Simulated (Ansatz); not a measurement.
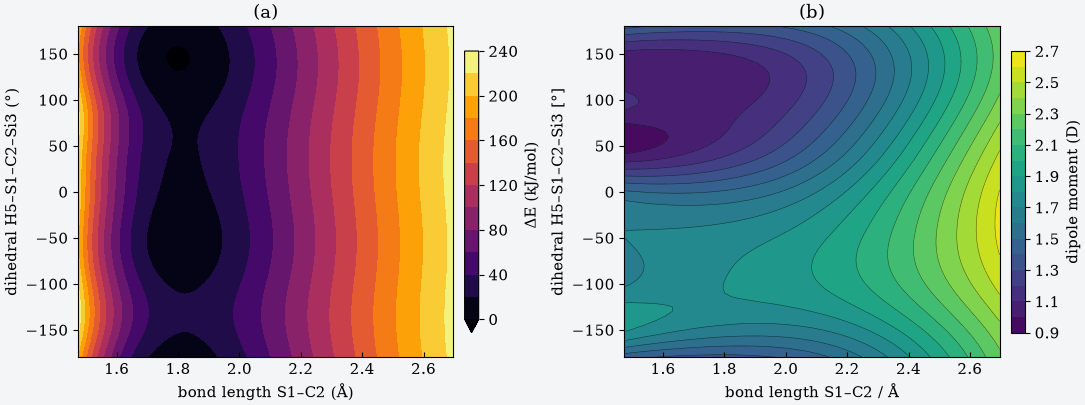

CH5AsSSi, SMILES SC1[SiH2][AsH]1. First axis: bond length S1–C2. Second axis: dihedral H5–S1–C2–Si3. Nothing is relaxed (all other coordinates rigid). The grid has 15 × 15 points. Energies are in kJ/mol, from the lowest grid point. The reference is spin-restricted, which grows unreliable where a bond is stretched far. Method: RKS PBE-D4/def2-SVP (Ansatz 0.2.0).

Panel (a) is the energy; panel (b) is the computed dipole moment, in D.

The picture shows filled contours. Between grid points the surface is interpolated.

Question: How does the dipole moment vary over the map, and what is it at the lowest grid point?

Answer: Leaving out the highest fifth of the energies, it runs from 0.97 D at bond length S1–C2 = 1.562 Å, dihedral H5–S1–C2–Si3 = 60° to 2.35 D at bond length S1–C2 = 2.522 Å, dihedral H5–S1–C2–Si3 = −60°. At the lowest grid point, bond length S1–C2 = 1.824 Å, dihedral H5–S1–C2–Si3 = 156°, it is 1.15 D.

| dihedral H5–S1–C2–Si3 ↓, bond length S1–C2 → | 1.474 | 1.562 | 1.649 | 1.736 | 1.824 | 1.911 | 1.998 | 2.086 | 2.173 | 2.260 | 2.348 | 2.435 | 2.522 | 2.610 | 2.697 |
| --- | --- | --- | --- | --- | --- | --- | --- | --- | --- | --- | --- | --- | --- | --- | --- |
| 156 | 1.13 | 1.11 | 1.11 | 1.12 | 1.15 | 1.18 | 1.23 | 1.30 | 1.39 | 1.50 | 1.62 | 1.77 | 1.92 | 2.08 | 2.24 |
| 132 | 1.02 | 1.01 | 1.01 | 1.02 | 1.04 | 1.08 | 1.14 | 1.22 | 1.33 | 1.45 | 1.59 | 1.74 | 1.91 | 2.08 | 2.25 |
| 108 | 1.11 | 1.07 | 1.05 | 1.04 | 1.06 | 1.09 | 1.15 | 1.23 | 1.34 | 1.47 | 1.62 | 1.78 | 1.95 | 2.12 | 2.30 |
| 84 | 1.07 | 1.06 | 1.06 | 1.06 | 1.09 | 1.13 | 1.20 | 1.29 | 1.40 | 1.54 | 1.69 | 1.85 | 2.02 | 2.20 | 2.37 |
| 60 | 0.91 | 0.97 | 1.02 | 1.07 | 1.12 | 1.19 | 1.27 | 1.37 | 1.49 | 1.63 | 1.78 | 1.94 | 2.11 | 2.28 | 2.45 |
| 36 | 1.06 | 1.08 | 1.12 | 1.17 | 1.23 | 1.30 | 1.38 | 1.48 | 1.60 | 1.73 | 1.87 | 2.03 | 2.19 | 2.36 | 2.53 |
| 12 | 1.37 | 1.36 | 1.37 | 1.39 | 1.42 | 1.47 | 1.54 | 1.62 | 1.72 | 1.83 | 1.97 | 2.11 | 2.26 | 2.42 | 2.58 |
| −12 | 1.62 | 1.59 | 1.58 | 1.59 | 1.60 | 1.63 | 1.68 | 1.74 | 1.82 | 1.93 | 2.04 | 2.17 | 2.32 | 2.47 | 2.62 |
| −36 | 1.70 | 1.69 | 1.69 | 1.70 | 1.71 | 1.74 | 1.78 | 1.83 | 1.90 | 1.99 | 2.09 | 2.21 | 2.34 | 2.48 | 2.63 |
| −60 | 1.69 | 1.71 | 1.73 | 1.75 | 1.77 | 1.80 | 1.84 | 1.88 | 1.95 | 2.02 | 2.12 | 2.23 | 2.35 | 2.48 | 2.61 |
| −84 | 1.66 | 1.71 | 1.75 | 1.78 | 1.80 | 1.83 | 1.86 | 1.90 | 1.95 | 2.02 | 2.11 | 2.21 | 2.32 | 2.44 | 2.57 |
| −108 | 1.72 | 1.75 | 1.78 | 1.79 | 1.80 | 1.82 | 1.84 | 1.87 | 1.92 | 1.98 | 2.06 | 2.16 | 2.26 | 2.38 | 2.51 |
| −132 | 1.86 | 1.82 | 1.79 | 1.77 | 1.76 | 1.76 | 1.77 | 1.79 | 1.83 | 1.89 | 1.97 | 2.07 | 2.18 | 2.30 | 2.43 |
| −156 | 1.76 | 1.70 | 1.66 | 1.63 | 1.61 | 1.61 | 1.62 | 1.64 | 1.69 | 1.76 | 1.85 | 1.95 | 2.08 | 2.21 | 2.35 |
| −180 | 1.44 | 1.40 | 1.38 | 1.37 | 1.37 | 1.38 | 1.41 | 1.46 | 1.52 | 1.61 | 1.72 | 1.84 | 1.98 | 2.13 | 2.28 |
